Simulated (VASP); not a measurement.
Input:

```yaml
crystal:
  lattice:
    - [0.00000, 2.04979, 2.04979]
    - [2.04979, 0.00000, 2.04979]
    - [2.04979, 2.04979, 0.00000]
  atoms:
    - { symbol: Au, position: [0.00000, 0.00000, 0.00000] }
```

All values below come from PBE GGA with D3 dispersion (Becke-Johnson damping), VASP's PBE PAW potentials (set 64) (plane waves; VASP). Run with 520 eV cut-off, 17×17×17 Γ-centred mesh, tetrahedra with Blöchl corrections, potentials Au.

Unless said otherwise, spin-orbit coupling is left out, though it shifts the bands of the heavy elements here.

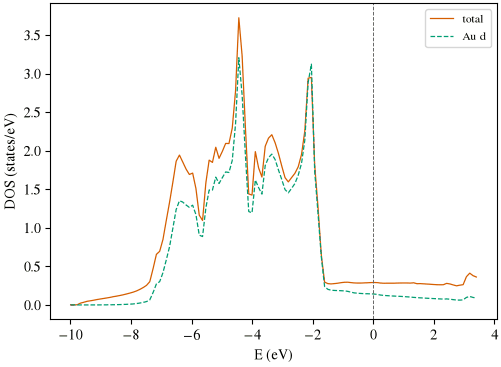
Figure: Total and projected density of states, zero at the Fermi level

Within 2 eV below the Fermi level the largest weight inside VASP's projection spheres is Au d.

It has no gap at this level: it comes out as a metal or semimetal.

The compound is Au in the fcc structure. It was relaxed first.
